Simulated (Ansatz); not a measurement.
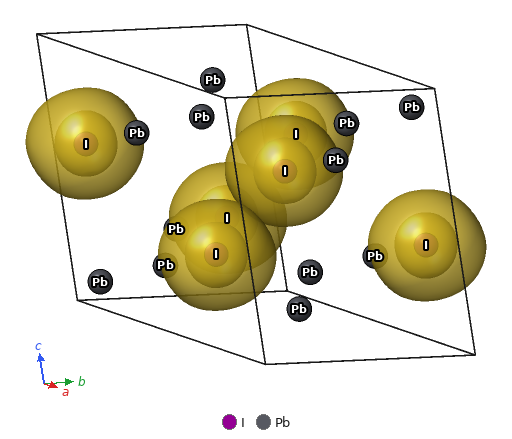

The picture shows: Pb2I. Isosurface of the electron localisation function at 0.65 (yellow), seen slightly off an axis. Only the valence region is drawn (cores and ρ < 0.01 e/Å³ removed).

Space group C2/m; built by placing these elements on a known structure type; not relaxed (largest force 0.7 eV/Å); computed pressure about −4 GPa in this cell.

Method: DFT, PAW plane waves, r2SCAN, spin-orbit (Ansatz 0.2.0).

In a PAW calculation such maps are meaningful between the atoms, not at the nuclei.

**Where are the electrons localised?**

At this value the surface marks out four regions wrapped around I (the valence shell of each), counted in one cell of 12 atoms. Any copies at cell faces, edges or corners count once.

Values along the shortest contacts:
Pb–Pb (3.93 Å): the ELF is about 0.30 at the midpoint; no localised pair shows between them. Pb–I (4.08 Å): the ELF peaks at about 0.75 in the valence shell of I, 1.3 Å from its nucleus, and drops to about 0.05 between the two atoms.
